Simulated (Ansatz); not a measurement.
```xyz
10

C    -1.0756    0.3709   -2.3485
C     1.8433    1.0200   -0.5742
Al    0.8516    0.1245   -2.0220
H    -1.5566    1.0688   -1.6536
H    -1.2558    0.7402   -3.3680
H    -1.6093   -0.5876   -2.2777
H     1.6594   -0.8596   -2.9909
H     2.6427    1.6541   -0.9837
H     1.2172    1.6518    0.0662
H     2.3443    0.2849    0.0711
```

Geometry: B3LYP/6-31G*.

Level of theory: Ansatz 0.2.0, isolated molecule in a Gaussian basis; Kohn-Sham density functional theory, functional PBE0.

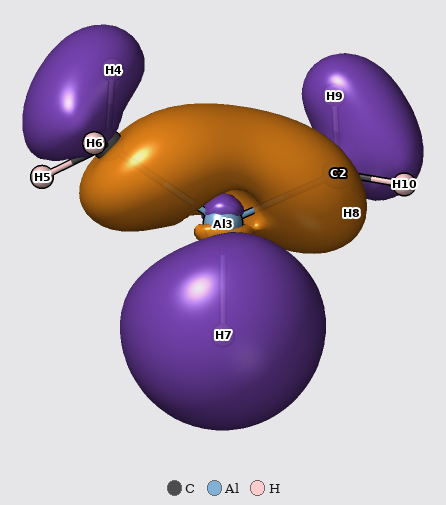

C₂H₇Al (SMILES [CH3][AlH][CH3]). The HOMO−1 at ±0.08 Å⁻³ᐟ² (orange and purple are the two phases), seen at a tilt.

**What is the character of this orbital?**

Its weight (Hirshfeld) is mainly on H7 (about 35 %), Al3 (about 30 %), C2 (about 15 %) and C1 (about 15 %). Its energy is −7.88 eV.
